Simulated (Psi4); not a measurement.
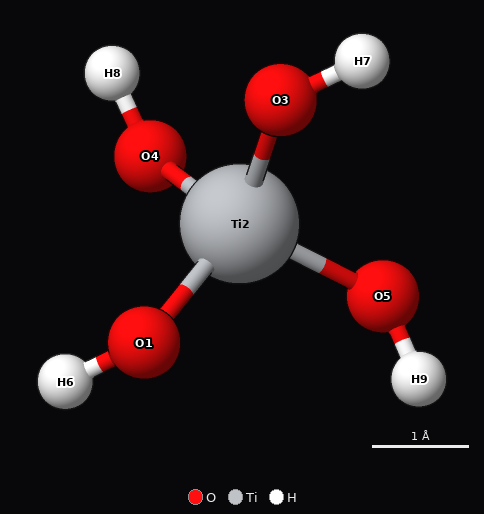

The structure (ball-and-stick view, seen at a tilt; atoms are numbered from 1 in the order of the input). Sticks mark near contacts.

Run report: TiH4O4 (charge +1), energy and gradient calculation (part 1 of 2)

System: TiH4O4, charge +1, multiplicity 2.
Method: HF/STO-3G, UHF (Psi4 1.11).

The geometry is that of the parent species in another charge or spin state. The geometry comes from this level: PBE0-D4/def2-TZVP.

Log:
```
Psi4 1.11 release

gradient() will perform analytic gradient computation.

   => Loading Basis Set <=

    Name: STO-3G
    Role: ORBITAL
    Keyword: BASIS

         ---------------------------------------------------------
                                   SCF
                              UHF Reference
                        1 Threads,   2098 MiB Core
         ---------------------------------------------------------

  ==> Geometry <==

    Molecular point group: c1
    Full point group: C1

    Geometry (in Angstrom), charge = 1, multiplicity = 2:

       Center              X                  Y                   Z               Mass
    ------------   -----------------  -----------------  -----------------  -----------------
         O           -0.125322366130     1.268332975774    -1.272663231877    15.994914619570
         TI          -0.000002366130     0.000032975774     0.000016768123    47.947941980000
         O            1.651637633870    -0.715367024226    -0.066053231877    15.994914619570
         O           -1.235702366130    -1.279257024226    -0.283763231877    15.994914619570
         O           -0.290562366130     0.726222975774     1.622386768123    15.994914619570
         H           -0.813542366130     1.413892975774    -1.922843231877     1.007825032230
         H            2.270907633870    -0.886027024226     0.644546768123     1.007825032230
         H           -1.123212366130    -2.176307024226    -0.600483231877     1.007825032230
         H           -0.334842366130     1.647952975774     1.879456768123     1.007825032230

  Running in c1 symmetry.

  Rotational constants: A =      0.10945  B =      0.10943  C =      0.10649 [cm^-1]
  Rotational constants: A =   3281.16580  B =   3280.70552  C =   3192.59219 [MHz]
  Nuclear repulsion =  327.335093136810826

  Charge       = 1
  Multiplicity = 2
  Electrons    = 57
  Nalpha       = 29
  Nbeta        = 28

  ==> Algorithm <==

  SCF Algorithm Type is PK.
  DIIS enabled.
  MOM disabled.
  Fractional occupation disabled.
  Guess Type is SAD.
  Energy threshold   = 1.00e-09
  Density threshold  = 1.00e-08
  Integral threshold = 1.00e-12

  ==> Primary Basis <==

  Basis Set: STO-3G
    Blend: STO-3G
    Number of shells: 24
    Number of basis functions: 42
    Number of Cartesian functions: 43
    Spherical Harmonics?: true
    Max angular momentum: 2

  ==> Integral Setup <==

  Using in-core PK algorithm.
   Calculation information:
      Number of atoms:                   9
      Number of AO shells:              24
      Number of primitives:             72
      Number of atomic orbitals:        43
      Number of basis functions:        42

      Integral cutoff                 1.00e-12
      Number of threads:                 1

  Performing in-core PK
  Using 816312 doubles for integral storage.
  We computed 39895 shell quartets total.
  Whereas there are 45150 unique shell quartets.

  ==> DiskJK: Disk-Based J/K Matrices <==

    J tasked:                  Yes
    K tasked:                  Yes
    wK tasked:                  No
    Memory [MiB]:             1573
    Schwarz Cutoff:          1E-12

  Minimum eigenvalue in the overlap matrix is 2.7322874617E-01.
  Reciprocal condition number of the overlap matrix is 1.3299974937E-01.
    Using symmetric orthogonalization.

  ==> Pre-Iterations <==

  SCF Guess: Superposition of Atomic Densities via on-the-fly atomic UHF (no occupation information).

   -------------------------
    Irrep   Nso     Nmo
   -------------------------
     A         42      42
   -------------------------
    Total      42      42
   -------------------------

  ==> Iterations <==

                        Total Energy        Delta E     RMS |[F,P]|

   @UHF iter SAD: -1133.96878334724829   -1.13397e+03   0.00000e+00
   @UHF iter   1: -1137.31461238075485   -3.34583e+00   1.21442e-02 ADIIS/DIIS
   @UHF iter   2: -1137.46084086559199   -1.46228e-01   7.68838e-03 ADIIS/DIIS
   @UHF iter   3: -1137.52537968870774   -6.45388e-02   1.66315e-03 ADIIS/DIIS
   @UHF iter   4: -1137.53496177702823   -9.58209e-03   8.70375e-04 ADIIS/DIIS
   @UHF iter   5: -1137.54051892643724   -5.55715e-03   5.44755e-04 ADIIS/DIIS
   @UHF iter   6: -1137.54270879278647   -2.18987e-03   1.73129e-04 ADIIS/DIIS
   @UHF iter   7: -1137.54283433843011   -1.25546e-04   1.11517e-04 ADIIS/DIIS
   @UHF iter   8: -1137.54291352964015   -7.91912e-05   5.06071e-05 DIIS
   @UHF iter   9: -1137.54294152372472   -2.79941e-05   3.88936e-05 DIIS
   @UHF iter  10: -1137.54296348387606   -2.19602e-05   2.98615e-05 DIIS
   @UHF iter  11: -1137.54298497283571   -2.14890e-05   2.33786e-05 DIIS
   @UHF iter  12: -1137.54299455750493   -9.58467e-06   1.83121e-05 DIIS
   @UHF iter  13: -1137.54300321758524   -8.66008e-06   2.01328e-05 DIIS
   @UHF iter  14: -1137.54300243402395    7.83561e-07   1.96147e-05 DIIS
   @UHF iter  15: -1137.54299844204593    3.99198e-06   1.23019e-05 DIIS
   @UHF iter  16: -1137.54299729283184    1.14921e-06   5.75658e-06 DIIS
   @UHF iter  17: -1137.54299716339233    1.29440e-07   2.29910e-06 DIIS
   @UHF iter  18: -1137.54299719725964   -3.38673e-08   8.20789e-07 DIIS
   @UHF iter  19: -1137.54299719891060   -1.65096e-09   3.09532e-07 DIIS
   @UHF iter  20: -1137.54299719942605   -5.15456e-10   1.83547e-07 DIIS
   @UHF iter  21: -1137.54299719964683   -2.20780e-10   1.30968e-07 DIIS
   @UHF iter  22: -1137.54299719983283   -1.85992e-10   1.17394e-07 DIIS
   @UHF iter  23: -1137.54299720005770   -2.24873e-10   9.18628e-08 DIIS
   @UHF iter  24: -1137.54299720037534   -3.17641e-10   5.87727e-08 DIIS
   @UHF iter  25: -1137.54299720048675   -1.11413e-10   3.41207e-08 DIIS
   @UHF iter  26: -1137.54299720050358   -1.68257e-11   1.43840e-08 DIIS
   @UHF iter  27: -1137.54299720050540   -1.81899e-12   8.58261e-09 DIIS
  Energy and wave function converged.

  ==> Post-Iterations <==

   @Spin Contamination Metric:   1.620416933E-01
   @S^2 Expected:                7.500000000E-01
   @S^2 Observed:                9.120416933E-01
   @S   Expected:                5.000000000E-01
   @S   Observed:                5.000000000E-01

    Orbital Energies [Eh]
    ---------------------

    Alpha Occupied:

       1A   -181.871147     2A    -21.651198     3A    -20.649166
       4A    -20.648992     5A    -20.424304     6A    -20.424287
       7A    -18.236153     8A    -18.235902     9A    -18.235141
      10A     -3.245663    11A     -2.189372    12A     -2.185405
      13A     -2.183746    14A     -1.598188    15A     -1.590933
      16A     -1.403923    17A     -1.396922    18A     -0.912129
      19A     -0.905226    20A     -0.830518    21A     -0.805816
      22A     -0.769586    23A     -0.765483    24A     -0.748299
      25A     -0.746851    26A     -0.607859    27A     -0.585465
      28A     -0.573456    29A     -0.548969

    Alpha Virtual:

      30A      0.114588    31A      0.124588    32A      0.131377
      33A      0.149767    34A      0.168386    35A      0.191211
      36A      0.327717    37A      0.376487    38A      0.434970
      39A      0.504635    40A      0.584260    41A      0.666536
      42A      0.680567

    Beta Occupied:

       1A   -181.871343     2A    -21.651918     3A    -20.627835
       4A    -20.627670     5A    -20.423129     6A    -20.423114
       7A    -18.236502     8A    -18.236349     9A    -18.236153
      10A     -3.258306    11A     -2.209545    12A     -2.202758
      13A     -2.192530    14A     -1.488600    15A     -1.478196
      16A     -1.398927    17A     -1.392020    18A     -0.884847
      19A     -0.873981    20A     -0.760197    21A     -0.751854
      22A     -0.721816    23A     -0.719531    24A     -0.605800
      25A     -0.577957    26A     -0.560280    27A     -0.544302
      28A     -0.493439

    Beta Virtual:

      29A     -0.185280    30A      0.115366    31A      0.123017
      32A      0.132295    33A      0.146466    34A      0.174234
      35A      0.202157    36A      0.352011    37A      0.386218
      38A      0.435739    39A      0.511949    40A      0.602849
      41A      0.666290    42A      0.679474

    Final Occupation by Irrep:
              A
    DOCC [    28 ]
    SOCC [     1 ]
    NA   [    29 ]
    NB   [    28 ]

  @UHF Final Energy: -1137.54299720050540

   => Energetics <=

    Nuclear Repulsion Energy =            327.3350931368108263
    One-Electron Energy =               -2201.3371799020019353
    Two-Electron Energy =                 736.4590895646856552
    Total Energy =                      -1137.5429972005053969

  UHF NO Occupations:
  HONO-2 :   27  A 1.9991196
  HONO-1 :   28  A 1.9195262
  HONO-0 :   29  A 1.0000000
  LUNO+0 :   30  A 0.0804738
  LUNO+1 :   31  A 0.0008804
  LUNO+2 :   32  A 0.0006699
  LUNO+3 :   33  A 0.0006008

Computation Completed

Properties will be evaluated at   0.000000,   0.000000,   0.000000 [a0]

Properties computed using the SCF density matrix

 Multipole Moments:

 ------------------------------------------------------------------------------------
     Multipole            Electronic (a.u.)      Nuclear  (a.u.)        Total (a.u.)
 ------------------------------------------------------------------------------------

 L = 1.  Multiply by 2.5417464519 to convert [e a0] to [Debye]
 Dipole X            :         -1.0285826           -0.0006373           -1.0292199
 Dipole Y            :         -0.3715976           -0.0005809           -0.3721785
 Dipole Z            :          0.9028474            0.0005717            0.9034191
 Magnitude           :                                                    1.4191464

 ------------------------------------------------------------------------------------

	total time  =          1 seconds =       0.02 minutes

         ------------------------------------------------------------
                                   SCF GRAD
         ------------------------------------------------------------

  ==> Geometry <==

    Molecular point group: c1
    Full point group: C1

    Geometry (in Angstrom), charge = 1, multiplicity = 2:

       Center              X                  Y                   Z               Mass
    ------------   -----------------  -----------------  -----------------  -----------------
         O           -0.125322366130     1.268332975774    -1.272663231877    15.994914619570
         TI          -0.000002366130     0.000032975774     0.000016768123    47.947941980000
         O            1.651637633870    -0.715367024226    -0.066053231877    15.994914619570
         O           -1.235702366130    -1.279257024226    -0.283763231877    15.994914619570
         O           -0.290562366130     0.726222975774     1.622386768123    15.994914619570
         H           -0.813542366130     1.413892975774    -1.922843231877     1.007825032230
         H            2.270907633870    -0.886027024226     0.644546768123     1.007825032230
         H           -1.123212366130    -2.176307024226    -0.600483231877     1.007825032230
         H           -0.334842366130     1.647952975774     1.879456768123     1.007825032230

  Nuclear repulsion =  327.335093136810826

  ==> Basis Set <==

  Basis Set: STO-3G
    Blend: STO-3G
    Number of shells: 24
    Number of basis functions: 42
    Number of Cartesian functions: 43
    Spherical Harmonics?: true
    Max angular momentum: 2

  ==> DirectJKGrad: Integral-Direct SCF Gradients <==

    Gradient:                    1
    J tasked:                  Yes
    K tasked:                  Yes
    wK tasked:                  No
    Integrals threads:           1
    Schwarz Cutoff:          1E-12
```
